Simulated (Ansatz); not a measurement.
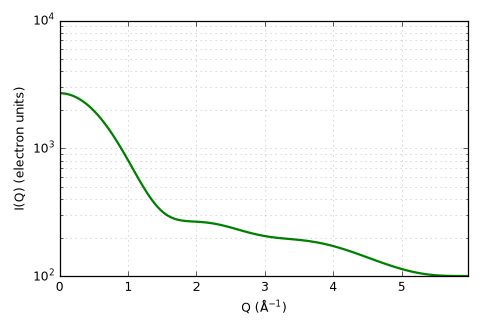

Elastic X-ray scattering of a randomly oriented, rigid molecule, calculated with the Debye equation from neutral-atom form factors (independent atoms, no Compton part, no vibration). The geometry is the end point of an optimisation (UKS B3LYP-D4/STO-3G (Ansatz)); it may be a saddle point or a higher isomer. It contains B, C, O, S, Al, H.

How many electrons does the independent-atom model of the molecule hold?

Answer. I(0) is the square of the electron number: I(0) = 2700, so about 52 electrons, the count of CH4AlBOS.

What radius of gyration does the initial fall-off give?

Answer. From I(Q) ≈ I(0) exp(−Q²R²/3) at small Q, R ≈ 1.96 Å. It is larger than the electron-weighted radius of the nuclear positions alone (1.80 Å), because each atom's electron cloud adds to it.
